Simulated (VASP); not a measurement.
Band structure of As (a7). Level of theory: RPBE GGA, VASP's PBE PAW potentials (set 64) (plane waves; VASP).

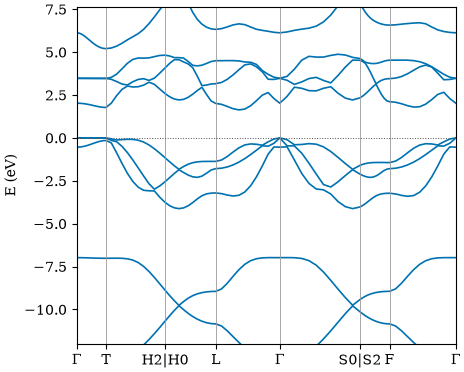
Fig. 1. Bands along high-symmetry lines, zero at the valence-band maximum or, without a gap, the Fermi level

Read the plot: is there a gap, and where are the band edges?

The gap is indirect, 1.63 eV, from the valence maximum at Γ-T at 0.82 to the conduction minimum at L-Γ at 0.36. (Edges off the drawn lines would not show.)

The compound is As in the a7 structure. It was relaxed first, which changed the volume by +84 %.
